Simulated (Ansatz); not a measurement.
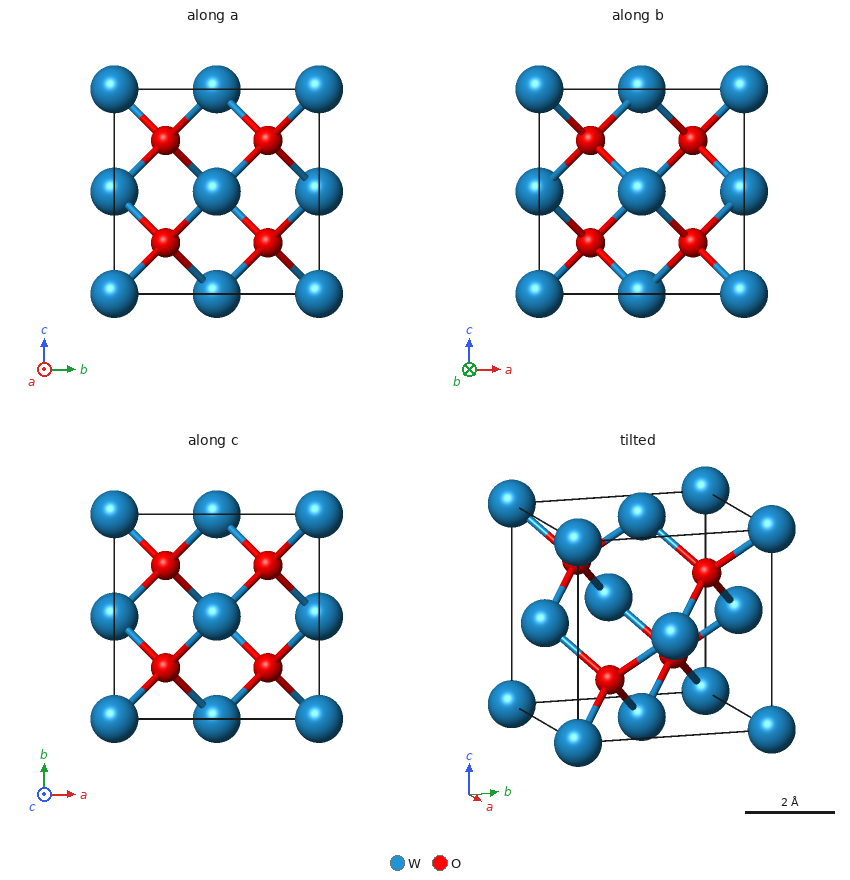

Figure: ball-and-stick view along the a axis, along the b axis, along the c axis and slightly off an axis. The parallelepiped is the conventional unit cell.

Lattice parameters: a = 4.647 Å, b = 4.647 Å, c = 4.647 Å, α = 90.00°, β = 90.00°, γ = 90.00°.

### From the views, write a table of Wyckoff sites.

Space group F-43m (No. 216).
| atom | site | x | y | z |
| --- | --- | --- | --- | --- |
| W | 4a | 0.0000 | 0.0000 | 0.0000 |
| O | 4d | 0.2500 | 0.2500 | 0.7500 |

Provenance: a structure type filled with these elements by a generator (whether the compound takes this form wasn't checked). Earlier steps of the study may have refined or changed the cell and positions. It went into a calculation with Ansatz.
